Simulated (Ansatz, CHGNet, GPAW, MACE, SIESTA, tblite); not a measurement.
**GPAW runs on random start for liquid ZnBr2 at 780 K (102 atoms)**

Wanted: GPAW inputs and outputs for random start for liquid ZnBr2 at 780 K (102 atoms), checked against a plane-wave reference.

Method: the method is named at each step, in GPAW 26.7.0.

### Step 1. Set-up

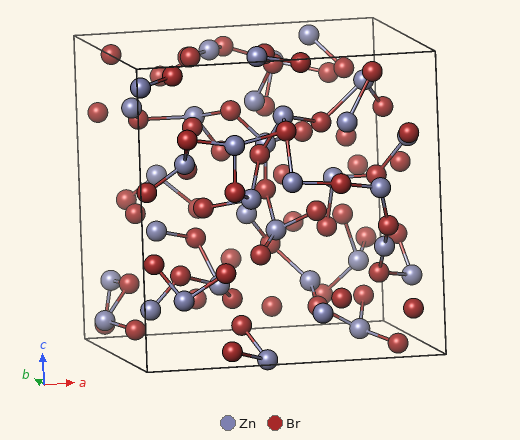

The cell as given, slightly off an axis (zinc blue, bromine red). Bonds to atoms that aren't drawn are left out. Some periodic images of atoms are drawn too.

The cell holds 102 atoms: 34 Zn and 68 Br. Its edges and angles: a = 15.575 Å, b = 15.575 Å, c = 15.575 Å, α = 90.0°, β = 90.0°, γ = 90.0°. 102 atoms (34 Zn, 68 Br) packed at random in a cube at 3.37 g/cm³ and pushed apart as soft spheres, cations and anions kept from their own kind; a start for melting by ab initio MD, not an equilibrated structure. The density is the measured one of the melt at 780 K (3.365 g/cm³). Then every atom was moved at random, 0.02 Å r.m.s. a Cartesian component.

The yardstick, on the same geometry:

| Property | Result |
| --- | --- |
| method | Kohn-Sham DFT, PBE, PAW, plane waves (Ansatz 0.2.0); cutoff 420 eV, Γ point, fermi-dirac smearing of 0.05 eV; PAW set soft_2 |
| r.m.s. force component | 0.6361 eV/Å |
| longest force | 2.264 eV/Å |
| pressure | -2.684 GPa |
| SCF cycles | 19 |
| time | 100 s on 4 threads of Arm Neoverse V2, shared host |
| CPU time | 6.5 min |

### Step 2. PBE, LCAO dzp, h 0.2 Å

Method: Kohn-Sham DFT, PBE, PAW, atomic orbitals (dzp).

The input, run.py:

```python
import numpy as np
from ase.io import read
from gpaw import GPAW, FermiDirac

atoms = read("structure.xyz")
atoms.calc = GPAW(
    mode="lcao",
    basis="dzp",
    h=0.2,
    xc="PBE",
    kpts={"size": (1, 1, 1), "gamma": True},
    occupations=FermiDirac(0.05),
    maxiter=200,
    symmetry={"point_group": False},
    txt="gpaw.txt",
)
energy = atoms.get_potential_energy(force_consistent=True)
forces = atoms.get_forces()
print(f"energy {energy:.6f} eV")
print("forces (eV/A)")
for i, (a, f) in enumerate(zip(atoms, forces)):
    print(f"{i:4d} {a.symbol:2s} {f[0]:10.5f} {f[1]:10.5f} {f[2]:10.5f}")
print(f"Fermi level {atoms.calc.get_fermi_level():.4f} eV")
for k in range(len(atoms.calc.get_ibz_k_points())):
    for s in range(atoms.calc.get_number_of_spins()):
        e = atoms.calc.get_eigenvalues(kpt=k, spin=s)
        n = np.searchsorted(e, atoms.calc.get_fermi_level())
        print(f"k {k} spin {s} levels about the Fermi level:", np.round(e[max(n - 6, 0):n], 4).tolist(), "|", np.round(e[n:n + 6], 4).tolist())
```

The input, structure.xyz:

```xyz
102
Lattice="15.57500 0.00000 0.00000 0.00000 15.57500 0.00000 0.00000 0.00000 15.57500" Properties=species:S:1:pos:R:3 pbc="T T T"
Zn 13.69868 12.26874 3.57836
Zn 2.47066 2.02615 3.29380
Zn 5.14582 0.87672 11.25263
Zn 10.12048 14.58505 13.79789
Zn 15.53248 7.76663 3.22916
Zn 7.95104 0.21945 9.26043
Zn 8.23279 10.52730 12.28992
Zn 6.32205 2.91595 8.19603
Zn 12.88551 5.31185 13.67251
Zn 2.32161 7.70449 6.26333
Zn 3.59284 13.39014 8.43262
Zn 1.22326 14.36918 3.06267
Zn 9.32133 0.32863 2.45228
Zn 11.38782 6.59617 8.60301
Zn 2.98059 3.20082 10.15443
Zn 1.31780 4.98556 2.56458
Zn 4.94397 9.86116 11.75305
Zn 0.07601 10.62807 1.47698
Zn 6.72669 2.14888 0.01199
Zn 12.66933 0.95257 8.63353
Zn 8.11504 5.61712 6.21941
Zn 11.34904 11.32489 15.40835
Zn 1.19367 7.37897 12.68895
Zn 7.41619 9.54187 6.65348
Zn 12.69129 7.61150 0.65446
Zn 13.40322 4.06461 5.24052
Zn 6.27828 12.01705 14.86135
Zn 14.79625 4.00620 10.84036
Zn 8.26254 3.51154 12.29366
Zn 11.31835 2.23190 11.93512
Zn 0.45900 1.38711 14.43024
Zn 5.34300 6.96296 3.39644
Zn 8.14074 7.64888 10.44615
Zn 10.58446 9.47614 3.02965
Br 13.43764 5.84732 3.70031
Br 14.29692 14.48615 8.20849
Br 7.60340 14.81105 3.74610
Br 4.77234 10.17234 14.78488
Br 10.90188 3.19786 2.81471
Br 1.07732 2.54433 5.18585
Br 14.10815 6.64710 12.08433
Br 8.76296 10.38198 4.94132
Br 1.63537 11.76442 3.15207
Br 4.49837 1.08994 4.68667
Br 7.92191 6.03142 15.22721
Br 2.27068 14.82771 7.09395
Br 1.95295 11.11681 6.80612
Br 0.64465 13.33329 11.83264
Br 9.04425 11.92048 1.53149
Br 2.70896 0.95786 11.66583
Br 10.50658 7.35701 1.96806
Br 10.35192 8.96185 10.76731
Br 3.85185 5.13212 11.79526
Br 0.85320 2.64666 8.88647
Br 12.12872 13.98884 1.75312
Br 12.72836 2.29280 14.44939
[... 42 atom lines left out ...]
Br 1.03730 11.37333 15.00449
Br 10.58835 5.31403 11.64107
Br 7.89092 1.10380 11.80616
Br 6.45802 10.75485 9.79621
```

Started as:

```console
$ OMP_NUM_THREADS=1 python run.py > output.txt
```

The log of the run:

```text
energy -137.794897 eV
forces (eV/A)
   0 Zn   -0.68780    1.31353    1.56938
   1 Zn    0.89453   -0.28144    1.07350
   2 Zn   -0.44363   -0.33311    0.88742
   3 Zn    0.24785   -1.15477   -0.77012
   4 Zn   -0.23139   -0.15867    0.65419
   5 Zn    0.35428   -0.04179   -0.42335
   6 Zn    0.75838    0.20073   -0.47521
   7 Zn   -0.28583    1.80178   -0.53857
   8 Zn   -0.40265   -0.88182   -0.43356
   9 Zn    0.10586    0.95198    0.69615
  10 Zn    0.08800   -0.38829   -2.21965
  11 Zn   -1.24003   -0.57904    0.23194
  12 Zn    0.30456    0.07794    1.24149
  13 Zn    0.17886   -0.01523   -1.01832
  14 Zn   -0.34308    0.96848    0.20901
  15 Zn   -0.55622   -0.59472   -0.63958
  16 Zn   -0.84206   -0.42840   -0.43088
  17 Zn    1.38092    0.61398   -0.89260
  18 Zn   -0.98331    0.15793    1.39042
  19 Zn    1.07105   -1.40902    0.14999
  20 Zn    0.85412   -0.70725    0.50576
  21 Zn   -0.27367    0.25428   -0.38233
  22 Zn    0.66737    0.80684   -0.51617
  23 Zn   -0.11550    0.81356   -0.10625
[...]
94 Br    0.34090    0.48306   -0.07542
  95 Br   -0.24348    0.09152   -0.00160
  96 Br   -0.15643    0.09525   -0.06645
  97 Br    0.52267   -0.78367    0.45598
  98 Br   -0.70953   -0.31878    0.57988
  99 Br    0.18763   -0.49189    0.56843
 100 Br   -0.89679    0.16661    0.16810
 101 Br    0.01963    0.07004    1.42025
Fermi level 0.1630 eV
k 0 spin 0 levels about the Fermi level: [0.0823, 0.1016, 0.1073, 0.1385, 0.1478, 0.1595] | [0.1745, 0.2342, 0.3229, 0.3892, 0.4373, 0.5374]
```

gpaw.txt:

```text
Input parameters:
  mode=LCAO(),
  basis={'default': 'dzp'},
  h=0.2,
  kpts=MonkhorstPack(size=(1, 1, 1), gamma=True),
  maxiter=200,
  occupations=Occupations(name='fermi-dirac', width=0.05, fixmagmom=False),
  symmetry=Symmetry(point_group=False),
  xc=XC(name='PBE')
Unit cell  # Å
| periodic |         x |         y |         z |   lengths |    angles |
|----------|-----------|-----------|-----------|-----------|-----------|
|      yes | 15.575000 |  0.000000 |  0.000000 | 15.575000 | 90.000000 |
|      yes |  0.000000 | 15.575000 |  0.000000 | 15.575000 | 90.000000 |
|      yes |  0.000000 |  0.000000 | 15.575000 | 15.575000 | 90.000000 |
Number of symmetries: 1
Symmetry operations  # r_c * U_cc + t_c -> r_c
|   | kind |            matrix            |
|---|------|------------------------------|
| 0 |  E   |  1, 0, 0,  0, 1, 0,  0, 0, 1 |
BZ-sampling:
  Number of BZ points: 1
  Number of IBZ points: 1
  Monkhorst-Pack size: [1, 1, 1]
  Monkhorst-Pack shift: [0, 0, 0]
[... lines left out ...]
  Fermi-Dirac:
[... lines left out ...]
    Stencil: 6*3+1=19 point O(h^6) finite-difference Laplacian
xc functional:
  name: PBE with 2 nearest neighbor stencil
interpolation: tri-quintic # 5. degree polynomial
Initialization done in: 12.734 s
convergence criteria:
- Maximum [total energy] change in last 3 cyles: 0.0005 eV / valence electron
- Maximum integral of absolute [dens]ity change: 0.0001 electrons / valence electron
- Maximum integral of absolute [eigenst]ate change: 4e-08 eV^2 / valence electron
maximum number of iterations: 200
SCF iterations
|iter     |      energy | eigst |  dens |
|---------|-------------|-------|-------|
|iter:   1| -164.068021 |      c|       |
|iter:   2| -155.599581 |      c| -1.18 |
|iter:   3| -174.222518 |      c| -1.22 |
|iter:   4| -161.120643 |      c| -1.18 |
[...]
|iter:  16| -137.571796 |      c| -1.98 |
|iter:  17| -137.533496 |      c| -2.29 |
|iter:  18| -137.571995c|      c| -2.26 |
|iter:  19| -137.488322c|      c| -2.31 |
|iter:  20| -137.535958c|      c| -2.39 |
[...]
|iter:  33| -137.410358c|      c| -3.85 |
|iter:  34| -137.410225c|      c| -3.96 |
|iter:  35| -137.410111c|      c| -4.19c|
Converged in 35 steps
SCF loop duration: 347.312 s (9.923 s/step)
Energy contributions relative to reference atoms: (reference = -6482637.951786)
Energy contributions:
  Kinetic:         404.644711
  Coulomb:        -341.387168
  Zero:              3.807236
  External:          0.000000
  Xc:             -204.090106
  Entropy:          -0.769571
  Spinorbit:         0.000000
  ----------------------------
  Free energy:    -137.794897
  Extrapolated:   -137.410111
dipole moment: (14.580212, -100.074597, 69.703094)  # |e|*Ang
Fermi level: 0.163
Eigenvalues  # (at kpt = [0.000, 0.000, 0.000])
| band index |      eig [eV] | occ [0-2] |
|------------|---------------|-----------|
|          0 |       -16.457 |     2.000 |
|        ... |               |           |
|        436 |         0.073 |     1.718 |
|        437 |         0.080 |     1.679 |
[...]
|        451 |         0.630 |     0.000 |
|        ... |               |           |
|        534 |         5.969 |     0.000 |
Gap: 0.015 eV
Transition (v -> c):
  (s=0, k=0, n=443, [0.00, 0.00, 0.00]) -> (s=0, k=0, n=444, [0.00, 0.00, 0.00])
No difference between direct/indirect transitions
Force computation time: 17.298  # s
timing:  # [seconds]
  Total:  377.365  # ━━━━━━━━━━━━━━━━━━━━━━━━━━━━━━━━━━━━━━━━━━━━━━━━━━━━━━━━
  Init:    12.733  # ━━
  SCF:    347.312  # ━━━━━━━━━━━━━━━━━━━━━━━━━━━━━━━━━━━━━━━━━━━━━━━━━━━╸
  Forces:  17.298  # ━━╸
```

Run time: 6.3 min. Hardware: 1 thread of Arm Neoverse V2, shared host; peak memory 2.5 GiB.

Banners, paths, timers and routine set-up lines are dropped from the logs unmarked, and long logs keep their key lines alone; longer cuts are marked.

Against the reference:

- r.m.s. force component: 0.6307 eV/Å
- r.m.s. difference of force components: 32.02 meV/Å
- longest difference of force vectors: 183.5 meV/Å
- force difference over r.m.s. force: 5.034 %
- slope of forces against the reference's: 0.9902
- correlation of force components: 0.9988

Length of the force difference by element (eV/Å):

```
element  atoms   mean  most
     Br     68  0.043  0.18
     Zn     34  0.057  0.13
```

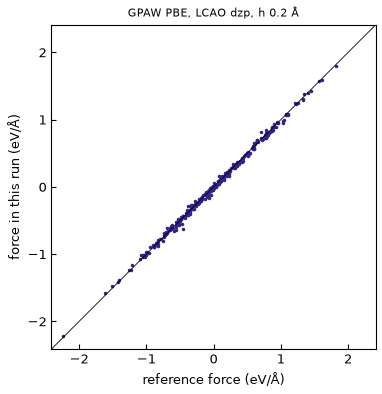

Force components against those of the reference; the line marks equality.

Local excerpt of 9 atoms (numbers count through the whole input) about Zn11, which bears the longest force; x, y, z are measured from there.

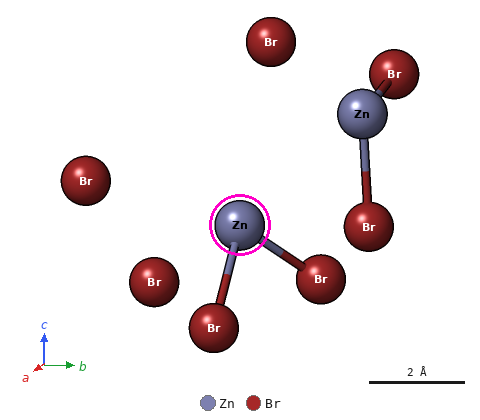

The atoms of the table, within 4.6 Å (arrows a, b, c point along x, y, z); some may hide others; the central atom is ringed.

```
 atom      x      y      z  distance (Å)     Fx     Fy  Fz (eV/Å)
 Zn11   0.00   0.00   0.00          0.00   0.09  -0.39      -2.22
 Br46  -1.32   1.44  -1.34          2.37   0.01  -0.03       0.70
 Br83   2.10  -0.04  -1.82          2.78  -0.47  -0.22       1.23
 Br47  -1.64  -2.27  -1.63          3.24   0.38  -0.09       0.51
 Br74   1.50   3.19   0.39          3.55  -0.62  -0.66      -0.22
Br102   2.87  -2.64   1.36          4.12   0.02   0.07       1.42
  Zn3   1.55   3.06   2.82          4.44  -0.44  -0.33       0.89
 Br48  -2.95  -0.06   3.40          4.50   0.03  -0.06      -0.05
 Br50  -0.88   3.14   3.23          4.59   0.94   0.38      -0.38
```

Atoms are counted from 1 here, from 0 in the log.

Forces lie 5.0 % from the reference's, at 0.97 times its CPU time (on 1 against 4 cores).

### Step 3. PBE, LCAO dzp, h 0.22 Å

Method: Kohn-Sham DFT, PBE, PAW, atomic orbitals (dzp).

Changes to run.py since step 2:

```diff
@@ -8,3 +8,3 @@
     basis="dzp",
-    h=0.2,
+    h=0.22,
     xc="PBE",
```

structure.xyz is that of step 2.

The log of the run:

```text
energy -137.473918 eV
forces (eV/A)
   0 Zn   -0.68262    1.30634    1.56126
   1 Zn    0.90279   -0.27654    1.08401
   2 Zn   -0.45534   -0.32962    0.89055
   3 Zn    0.23948   -1.14689   -0.77545
   4 Zn   -0.24310   -0.16663    0.64857
   5 Zn    0.33790   -0.03716   -0.42217
   6 Zn    0.75963    0.20327   -0.47872
   7 Zn   -0.28181    1.80674   -0.54246
   8 Zn   -0.40896   -0.88835   -0.42024
   9 Zn    0.10752    0.94379    0.69280
  10 Zn    0.08829   -0.38212   -2.21999
  11 Zn   -1.24194   -0.57013    0.25381
  12 Zn    0.31054    0.07772    1.24420
  13 Zn    0.17705   -0.01274   -1.03121
  14 Zn   -0.35061    0.95925    0.20367
  15 Zn   -0.54292   -0.58625   -0.65381
  16 Zn   -0.84870   -0.42956   -0.43186
  17 Zn    1.38101    0.61514   -0.89245
  18 Zn   -0.97425    0.14752    1.39217
  19 Zn    1.06448   -1.40086    0.14764
  20 Zn    0.85287   -0.70087    0.51139
  21 Zn   -0.27268    0.26036   -0.36903
  22 Zn    0.66067    0.81085   -0.51834
  23 Zn   -0.10619    0.80414   -0.10560
[...]
94 Br    0.34337    0.48066   -0.07850
  95 Br   -0.25269    0.08884   -0.00499
  96 Br   -0.15553    0.08715   -0.06324
  97 Br    0.51907   -0.78310    0.45765
  98 Br   -0.71174   -0.31714    0.57695
  99 Br    0.18713   -0.49416    0.57195
 100 Br   -0.89747    0.16484    0.16324
 101 Br    0.00265    0.07471    1.41963
Fermi level 0.1630 eV
k 0 spin 0 levels about the Fermi level: [0.0823, 0.1017, 0.1073, 0.1385, 0.1478, 0.1595] | [0.1745, 0.2341, 0.3228, 0.3892, 0.4372, 0.5373]
```

gpaw.txt:

```text
Input parameters:
  mode=LCAO(),
  basis={'default': 'dzp'},
  h=0.22,
  kpts=MonkhorstPack(size=(1, 1, 1), gamma=True),
  maxiter=200,
  occupations=Occupations(name='fermi-dirac', width=0.05, fixmagmom=False),
  symmetry=Symmetry(point_group=False),
  xc=XC(name='PBE')
Unit cell  # Å
| periodic |         x |         y |         z |   lengths |    angles |
[... lines left out ...]
  Fermi-Dirac:
[... lines left out ...]
convergence criteria:
- Maximum [total energy] change in last 3 cyles: 0.0005 eV / valence electron
[... lines left out ...]
Converged in 35 steps
[... lines left out ...]
  Free energy:    -137.473918
  Extrapolated:   -137.089086
dipole moment: (14.542103, -100.039302, 69.845414)  # |e|*Ang
Fermi level: 0.163
Eigenvalues  # (at kpt = [0.000, 0.000, 0.000])
| band index |      eig [eV] | occ [0-2] |
|------------|---------------|-----------|
|          0 |       -16.457 |     2.000 |
|        ... |               |           |
|        436 |         0.073 |     1.718 |
|        437 |         0.080 |     1.679 |
[...]
|        451 |         0.630 |     0.000 |
|        ... |               |           |
|        534 |         5.969 |     0.000 |
Gap: 0.015 eV
Transition (v -> c):
  (s=0, k=0, n=443, [0.00, 0.00, 0.00]) -> (s=0, k=0, n=444, [0.00, 0.00, 0.00])
No difference between direct/indirect transitions
Force computation time: 15.999  # s
timing:  # [seconds]
  Total:  358.198  # ━━━━━━━━━━━━━━━━━━━━━━━━━━━━━━━━━━━━━━━━━━━━━━━━━━━━━━━━
  Init:    11.601  # ━━
  SCF:    330.575  # ━━━━━━━━━━━━━━━━━━━━━━━━━━━━━━━━━━━━━━━━━━━━━━━━━━━╸
  Forces:  15.999  # ━━╸
```

The job ended after 6 min (1 thread; peak memory 2.2 GiB).

Compared with the plane-wave run:

| Property | Result |
| --- | --- |
| r.m.s. force component | 0.6311 eV/Å |
| r.m.s. difference of force components | 31.79 meV/Å |
| longest difference of force vectors | 184.1 meV/Å |
| force difference over r.m.s. force | 4.996 % |
| slope of forces against the reference's | 0.9908 |
| correlation of force components | 0.9988 |
| energy less the same-level run's | 3.147 meV/atom |
| r.m.s. force difference from the same-level run | 6.085 meV/Å |

This is a coarse setting, run to see what it loses.

Against the first run (5.0 %), the force difference from the reference is 5.0 %, at 0.95 times the CPU time: the change moves forces by 6.1 meV/Å r.m.s., so most of the difference comes from elsewhere.

### Step 4. PBE, LCAO sz(dzp), h 0.2 Å

Method: Kohn-Sham DFT, PBE, PAW, atomic orbitals (sz(dzp)).

Changes to run.py since step 3:

```diff
@@ -7,4 +7,4 @@
     mode="lcao",
-    basis="dzp",
-    h=0.22,
+    basis="sz(dzp)",
+    h=0.2,
     xc="PBE",
```

structure.xyz is that of step 3.

The log of the run:

```text
energy -99.723161 eV
forces (eV/A)
   0 Zn   -0.84433    1.05650    1.21661
   1 Zn    1.13369   -0.38877    0.18210
   2 Zn    0.10365   -0.69061    1.71972
   3 Zn    0.40326   -0.69698   -0.43638
   4 Zn   -0.54480   -0.71839    0.69531
   5 Zn    0.20633   -0.39534   -0.80338
[...]
99 Br    0.16037   -0.33231    0.46797
 100 Br   -0.75774   -0.23346    0.39727
 101 Br    0.22859    0.22829    0.90449
Fermi level 0.3897 eV
k 0 spin 0 levels about the Fermi level: [0.3183, 0.333, 0.3391, 0.3512, 0.3744, 0.3865] | [0.3935, 0.4478, 0.5146, 0.5709, 0.6554, 0.7316]
```

gpaw.txt:

```text
Input parameters:
  mode=LCAO(),
  basis={'default': 'sz(dzp)'},
  h=0.2,
  kpts=MonkhorstPack(size=(1, 1, 1), gamma=True),
  maxiter=200,
  occupations=Occupations(name='fermi-dirac', width=0.05, fixmagmom=False),
[... lines left out ...]
  Fermi-Dirac:
[... lines left out ...]
convergence criteria:
- Maximum [total energy] change in last 3 cyles: 0.0005 eV / valence electron
[... lines left out ...]
Converged in 40 steps
[... lines left out ...]
  Free energy:     -99.723161
[... lines left out ...]
Fermi level: 0.390
[... lines left out ...]
|        ... |               |           |
|        534 |         6.509 |     0.000 |
Gap: 0.007 eV
Transition (v -> c):
  (s=0, k=0, n=443, [0.00, 0.00, 0.00]) -> (s=0, k=0, n=444, [0.00, 0.00, 0.00])
No difference between direct/indirect transitions
Force computation time: 6.441  # s
timing:  # [seconds]
  Total:  208.082  # ━━━━━━━━━━━━━━━━━━━━━━━━━━━━━━━━━━━━━━━━━━━━━━━━━━━━━━━━
  Init:    12.221  # ━━━╸
  SCF:    189.402  # ━━━━━━━━━━━━━━━━━━━━━━━━━━━━━━━━━━━━━━━━━━━━━━━━━━━
  Forces:   6.441  # ━╸
```

Wall time 3.5 min (1 thread); peak memory 2.2 GiB.

Compared with the plane-wave run:

| Item | Value |
| --- | --- |
| r.m.s. force component | 0.6339 eV/Å |
| r.m.s. difference of force components | 407.9 meV/Å |
| longest difference of force vectors | 1227 meV/Å |
| force difference over r.m.s. force | 64.12 % |
| slope of forces against the reference's | 0.7909 |
| correlation of force components | 0.7937 |

This is a coarse setting, run to see what it loses.

Against the first run (5.0 %), the force difference from the reference is 64 %, at 0.55 times the CPU time, with 578 basis functions against 1598: the smaller basis costs accuracy.

[end of part 1 of 2]

[Also dropped from logs without a mark: logging warnings of Python, and SIESTA's first energy breakdown and zero terms.]

[Logs are printed without paths, hosts, clocks, repeated set-up lines and the standing remarks that a program may print on its own settings, such as how far it seeks lower states.]

[Hosts, paths, dates, database ids (printed as entryN), source tags and the programs' standing remarks are cut or masked in the printed files.]
